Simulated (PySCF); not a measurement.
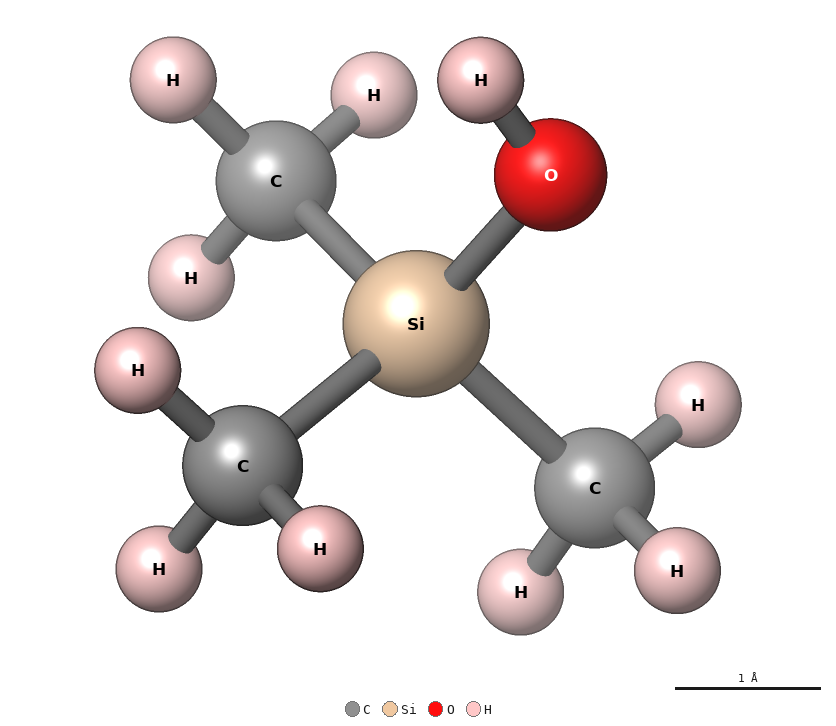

Atoms fade into the background with distance from the viewer. The computed structure is the end point of a PBE0-D3(BJ)/def2-SVP optimisation. No frequency run is at hand to confirm it as a minimum. Masses are those of the most abundant isotopes; constants are for the rigid equilibrium geometry.

Question: Classify the rotor and give the rotational constants (GHz).

Answer: An asymmetric top (Cs): A = 3.34, B = 3.29, C = 3.12 GHz. Ray's parameter κ is 0.56, nearer the oblate limit.
